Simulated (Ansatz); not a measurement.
# [NO2]− (nitrite): BCCD(T)/STO-3G

Aim: the vertical singlet–triplet gap of [NO2]− (nitrite) at BCCD(T)/STO-3G, from 2 runs. 

The results are computed with Ansatz 0.2.0.

12 further runs of the same task are left out: 10 that didn't finish, 2 set aside as unsound or not needed.

## 1. The molecule

[NO2]− has 3 atoms, charge -1, and is taken as a singlet. As SMILES, `O=N[O-]`. Geometry: relaxed at GFN2-xTB.

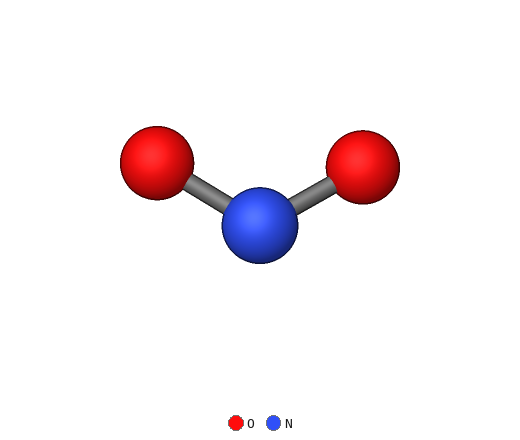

The structure, seen from a chosen angle (oxygen red, nitrogen blue).

## 2. A single-point energy at BCCD(T)/STO-3G

molecule.yaml reads:

```yaml
basis:
  gaussian: {orbitals: STO-3G}
crystal:
  periodic: [false, false, false]
  atoms:
    - symbol: O
      position_ang: [0.332300, 1.015250, 0.295330]
    - symbol: "N"
      position_ang: [0.330220, -0.248730, 0.154080]
    - symbol: O
      position_ang: [-0.662520, -0.766520, -0.449410]
total_charge: -1
accuracy: high
correlation: {method: bccd_t, frozen_orbitals: {"N": 1, O: 1}}
scf: {omitted_lower_state_checks: [cluster_reference, increment]}
```

Started as:

```
ansatz run molecule.yaml --threads 1 --pin off --max-ram 2610MiB --events-out events.jsonl --progress --plain --runs-dir runs
```

The log of the run, shortened:

```text
Warning: RAYON_NUM_THREADS=1 ignored (pool sized by the plan → 1); use --threads N
Functional definition: HF
  name "HF"
[...]
252 factors; integrals over basis functions are off by at most 3.8e-8 eV
[...]
mean field -5473.89343165 eV, -201.1618732751 hartree, gradient 1.5e-8 eV, S^2 0.000000; 0 other end points of the search recorded, 0 dependent functions left out; unrestricted orbitals would lower it
3 core orbitals not correlated: weight in the atoms' cores, before any rotation towards them, 1.000 or more for the frozen orbitals, at most 0.000 for the correlated occupied ones
reference -5473.89343165 eV, -201.1618732751 hartree; 9, 9 occupied and 3, 3 virtual orbitals, 252 factors
second order -4.23742663 eV of doubles, -0.00000000 eV of singles
cycle   1  -4.31744828 eV  change   -8.0e-2 eV  update   9.7e-2
[...]
cycle  24  -4.58138177 eV  change    1.7e-9 eV  update  7.9e-10
perturbative correction -0.37638810 eV, -0.0138320074 hartree
Total energy: -5478.85120152 eV, -201.3440679570 hartree
Checks for a lower state left out: cluster_reference, increment
```

Wall time 0.26 s (1 thread of Arm Neoverse V1, shared host).

## 3. The triplet, same level

in.yaml reads:

```yaml
crystal:
  periodic: [false, false, false]
  atoms:
    - {symbol: O, position_ang: [0.332300, 1.015250, 0.295330]}
    - {symbol: "N", position_ang: [0.330220, -0.248730, 0.154080]}
    - {symbol: O, position_ang: [-0.662520, -0.766520, -0.449410]}
basis:
  gaussian: {orbitals: STO-3G}
total_charge: -1
magnetization: {spin_polarized: true, initial_magnetization: 2}
correlation: {method: bccd_t, frozen_orbitals: {"N": 1, O: 1}}
accuracy: high
scf: {omitted_lower_state_checks: [cluster_reference, increment]}
```

Started as:

```
ansatz run in.yaml --threads 1 --pin off --max-ram 2610MiB --events-out events.jsonl --progress --plain --runs-dir runs
```

The log of the run, shortened:

```text
Warning: RAYON_NUM_THREADS=1 ignored (pool sized by the plan → 1); use --threads N
[... 2 set-up lines as earlier in the session ...]
[...]
252 factors; integrals over basis functions are off by at most 3.8e-8 eV
[...]
mean field -5473.16594517 eV, -201.1351386398 hartree, gradient 2.6e-8 eV, S^2 2.005983; 10 other end points of the search recorded, 0 dependent functions left out
3 core orbitals not correlated: weight in the atoms' cores, before any rotation towards them, 1.000 or more for the frozen orbitals, at most 0.000 for the correlated occupied ones
reference -5473.16594517 eV, -201.1351386398 hartree; 10, 8 occupied and 2, 4 virtual orbitals, 252 factors
second order -2.33480775 eV of doubles, -0.00000000 eV of singles
cycle   1  -2.79631282 eV  change   -4.6e-1 eV  update   7.5e-2
[...]
cycle  37  -3.32881354 eV  change  -3.8e-10 eV  update  3.5e-10
perturbative correction -0.20463671 eV, -0.0075202605 hartree
Total energy: -5476.69939542 eV, -201.2649905414 hartree
Checks for a lower state left out: cluster_reference, increment
```

Run time: 0.64 s. Hardware: 1 thread of Arm Neoverse V1, shared host.

## 4. Outcome

Level: BCCD(T)/STO-3G, 3 core orbitals frozen.

```
                                            quantity          value
                               singlet: total energy  -201.34407 Eh
singlet: correlation energy (3 core orbitals frozen)     -182.2 mEh
                             singlet: (T) correction     -13.83 mEh
                               triplet: total energy  -201.26499 Eh
triplet: correlation energy (3 core orbitals frozen)     -129.9 mEh
                             triplet: (T) correction      -7.52 mEh
          triplet: ⟨S²⟩ of the reference determinant          2.006
    vertical energy of the triplet above the singlet       2.152 eV
```

**Reading.** At this shape the triplet lies 2.15 eV (50 kcal/mol) above the singlet. In a minimal basis such a difference can be off by several eV, whatever the method. The restricted solution (singlet) is unstable to spin breaking: an unrestricted one lies lower. The triples (singlet) make up 7.6 % of the correlation energy. The triples (triplet) make up 5.8 % of the correlation energy.
